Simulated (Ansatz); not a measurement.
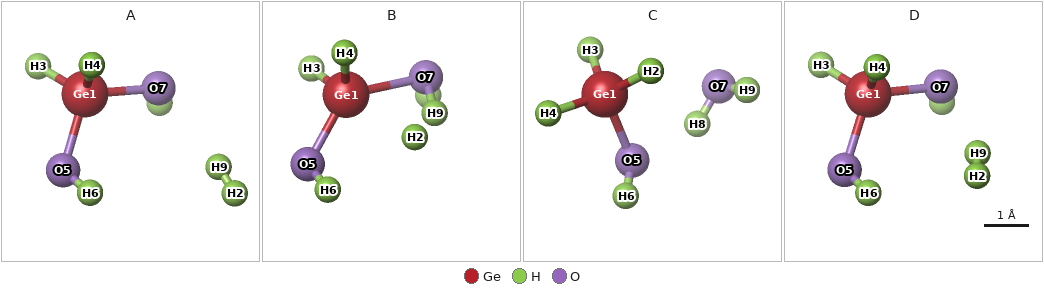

4 geometries from a converged minimum-energy path of GeH₆O₂, shuffled. Style: ball-and-stick. Shown at a tilt.

These are results of RKS BLYP-D4/def2-SVP in Ansatz 0.2.0, not measurements. Run with 9 movable images; climbing image; force threshold 0.05 eV/Å; iteration limit 60; starting path through a guess of the saddle point.

Question: Which of them lies highest in energy?

Answer: B. In order along the path, whose images run from 0 to 10: C (image 0, 0.00 eV), B (image 4, +1.67 eV), D (image 7, −0.06 eV), A (image 9, −0.11 eV). Breaking: Ge1–H2 (1.55 → 1.99 at the top → 4.37 Å), O7–H9 (0.98 → 1.18 at the top → 2.42 Å). Forming: Ge1–O7 (3.09 → 2.07 at the top → 1.81 Å), H2–H9 (2.96 → 1.10 at the top → 0.77 Å).

The run took 9 min on 2 threads of Arm Neoverse V1 (shared host), peak memory 0.13 GiB.
